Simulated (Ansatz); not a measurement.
A series of calculations on SiNH5BrCl

## 1. Relaxation

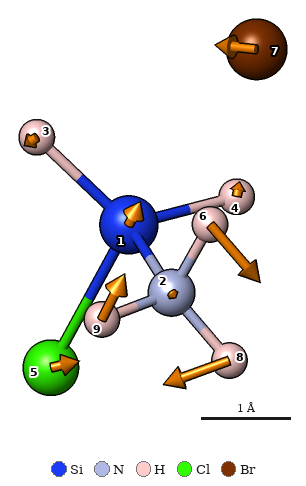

A relaxation of SiNH5BrCl (started from a transition state, displaced along its imaginary mode). The starting structure is drawn; orange arrows show the displacements, at their true length. The two geometries are superimposed by the best rigid fit.

Style: ball-and-stick. Shown from a free direction.

The calculation used RKS PBE0-D4/def2-TZVP (Ansatz 0.2.0).

Input file:
```yaml
crystal:
  periodic: [false, false, false]
  atoms:
    - {symbol: Si, position_ang: [-0.699769, 0.193405, -0.620912]}
    - {symbol: N, position_ang: [0.495487, -0.591753, 0.572814]}
    - {symbol: H, position_ang: [-1.547998, 1.130237, 0.117451]}
    - {symbol: H, position_ang: [0.045601, 0.587546, -1.816272]}
    - {symbol: Cl, position_ang: [-1.855711, -1.447626, -1.110274]}
    - {symbol: H, position_ang: [1.048668, 0.193674, 0.778155]}
    - {symbol: Br, position_ang: [1.390846, 2.207250, 0.494955]}
    - {symbol: H, position_ang: [1.063690, -1.326928, 0.160410]}
    - {symbol: H, position_ang: [0.059286, -0.945604, 1.423673]}
basis:
  gaussian: {orbitals: def2-TZVP}
hamiltonian: {xc: pbe0, dispersion: d4}
relax: {f_tol: 0.005, max_steps: 200}
```

Run as
```bash
ansatz run in.yaml --threads 8 --pin off --events-out ev --progress --plain --max-ram 19148MiB
```

Q: Atoms of which element are displaced furthest, and by how much?

A: Hydrogen: up to 0.89 Å, against 0.55 Å for bromine.

Q: What happened in the run?

A: The largest move after the best rigid fit is that of H6, 0.89 Å. Largest moves by element: H 0.89 Å, Br 0.55 Å, Cl 0.35 Å, Si 0.35 Å, N 0.09 Å. Some distances before and after: H6–Br7 2.062 → 2.779 Å, Si1–Br7 3.110 → 2.445 Å, Si1–Cl5 2.066 → 2.198 Å, Si1–N2 1.863 → 1.910 Å. New bonds form, among them: Si1–Br7 (3.11 → 2.45 Å). Bond angles that change, for instance: H3–Si1–Cl5 107.7° → 93.9°, N2–Si1–Cl5 100.1° → 87.1°, Si1–N2–H6 99.1° → 108.7°. The energy falls by 0.427 eV in 36 accepted moves (46 points after the start). Largest force component: 2.6 eV/Å at the start, 0.0019 eV/Å at the end. The line search rejected the trial steps at points 12, 13, 15, 16, 19, 24, 29, 39 and more of the run. The forces were under the threshold at step 37, but the run went on from there.

## 2. Relaxation

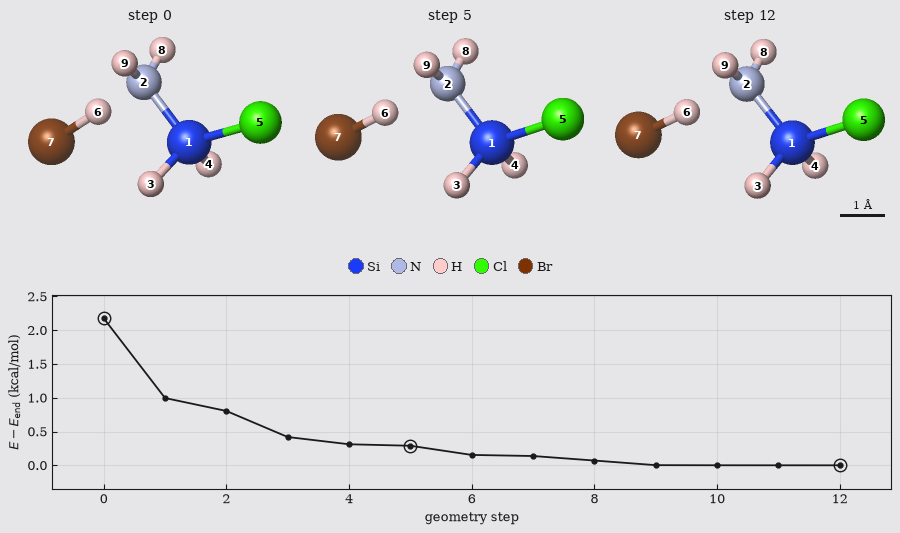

Frames of a relaxation of SiNH₅BrCl (started from a transition state, displaced along its imaginary mode), marked on the history of the run. Style: ball-and-stick. Shown at a tilt.

Method: RKS PBE0-D4/def2-TZVP in Ansatz.

The input:
```yaml
crystal:
  periodic: [false, false, false]
  atoms:
    - {symbol: Si, position_ang: [-0.810178, -0.058291, -0.646092]}
    - {symbol: N, position_ang: [0.417258, -0.544895, 0.495452]}
    - {symbol: H, position_ang: [-1.573626, 0.992198, 0.054644]}
    - {symbol: H, position_ang: [-0.067635, 0.449389, -1.815202]}
    - {symbol: Cl, position_ang: [-2.062424, -1.563254, -1.221349]}
    - {symbol: H, position_ang: [1.105363, 0.746585, 0.696281]}
    - {symbol: Br, position_ang: [1.820501, 2.072926, 0.891634]}
    - {symbol: H, position_ang: [1.097437, -1.222355, 0.152442]}
    - {symbol: H, position_ang: [0.073406, -0.872103, 1.392190]}
basis:
  gaussian: {orbitals: def2-TZVP}
hamiltonian: {xc: pbe0, dispersion: d4}
relax: {f_tol: 0.005, max_steps: 200}
```

Launched with:
```bash
ansatz run in.yaml --threads 8 --pin off --events-out ev --progress --plain --max-ram 19148MiB
```

### What happens along the run?

After 12 geometry steps the energy has fallen by 2.18 kcal/mol. Largest force component: 0.86 eV/Å at the start, 0.0039 eV/Å at the end. The atom that moves furthest after the best rigid fit is Br7 (0.37 Å). By element the largest moves are Br 0.37 Å, H 0.31 Å, Cl 0.11 Å, Si 0.09 Å, N 0.08 Å. Some distances before and after: N2–H6 1.477 → 1.820 Å, H6–Br7 1.519 → 1.469 Å, Si1–Cl5 2.041 → 2.058 Å, Si1–N2 1.745 → 1.730 Å. Among the angles between lasting bonds that change: N2–Si1–H3 104.6° → 107.4°, H3–Si1–Cl5 110.0° → 107.5°. Cost: 22 s on 8 threads of Intel Xeon Platinum 8488C, with other jobs on the host. From step 0 to 5: H and Br atoms move most (0.36 Å), energy −1.89 kcal/mol. From step 5 to 12: H8 moves most (0.06 Å), energy −0.29 kcal/mol.

## 3. Reaction

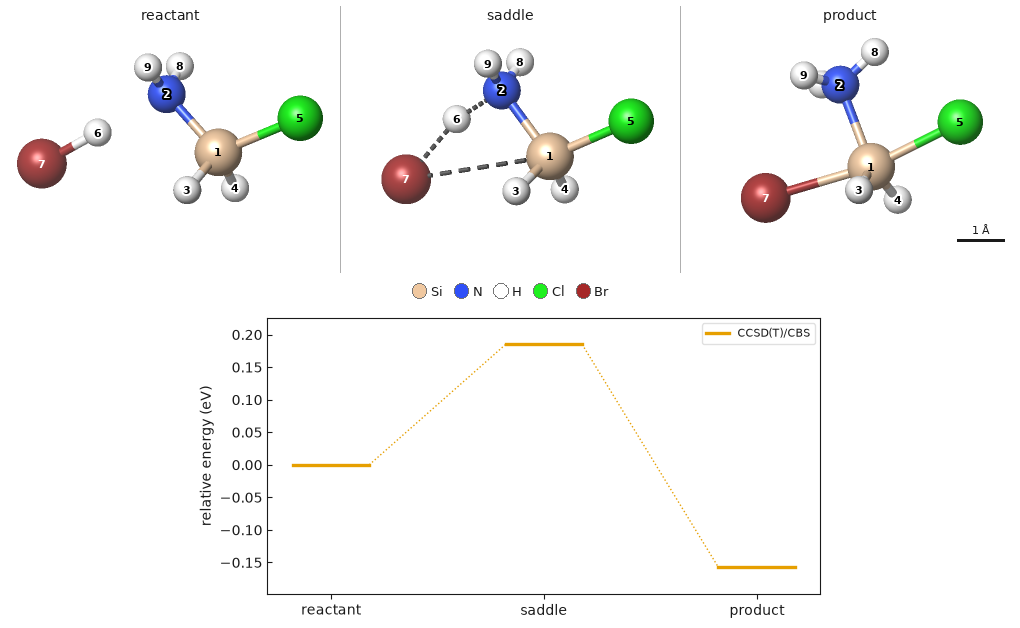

A reaction step of SiNH5BrCl, with its energy diagram. Style: ball-and-stick. Shown at a tilt. Dashed sticks mark bonds that form or break.

Stationary points at PBE0-D4/def2-TZVP, single-point energies with CCSD(T)/CBS (def2-TZVPP where no basis is named; Ansatz 0.2.0). The energies are electronic, without zero-point or thermal terms, and both ends are the minima reached downhill from the saddle, with any fragments still in contact. CCSD(T)/CBS stands for a frozen-core estimate: MP2 correlation extrapolated from def2-TZVPP and def2-QZVPP, CCSD(T) minus MP2 from the smaller set.

Question: Describe the step and its energetics.

Answer: Counted by bonded pieces, the reactant holds HBr + SiH₄NCl and the product holds SiH₅BrNCl. From the reactant over the saddle to the product, bonds form: Si1–Br7 (4.15 → 3.41 → 2.45 Å), N2–H6 (1.82 → 1.23 → 1.02 Å). A bond breaks: H6–Br7 (1.47 → 1.75 → 2.78 Å). The saddle has one imaginary mode, 129i cm⁻¹. With CCSD(T)/CBS the barrier is 0.18 eV from the reactant and 0.34 eV from the product, and the product lies 0.16 eV below the reactant.
